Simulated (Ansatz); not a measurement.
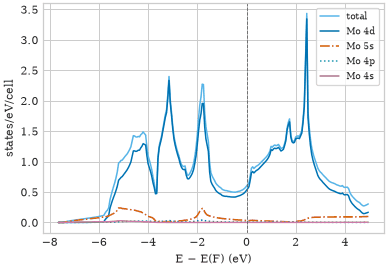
Total and projected density of states of Mo (bcc (W type), Im-3m), the program Ansatz at the LDA level (PAW)

Problem. Which orbitals carry the states next to the Fermi level?

Solution. Within 0.5 eV of the Fermi level: Mo 4d 89 %, Mo 5s 5 %. Projections are on Löwdin-orthogonalised atomic valence shells; empty p or d shells of many metals are not among them.

Problem. Where is the tallest occupied peak in this window, and what makes it?

Solution. Near -3.1 eV, about 2.4 states/eV per cell; the largest projected share is Mo 4d.

The cell was relaxed with LDA under the symmetry of its start. The run is not spin-polarised. Spin–orbit coupling is left out wherever it is not named.

Potentials: the earlier of the program's two PAW sets. The files were generated under PBE; for other functionals the program regenerates the frozen cores, and for LDA and PBEsol the local potential too.
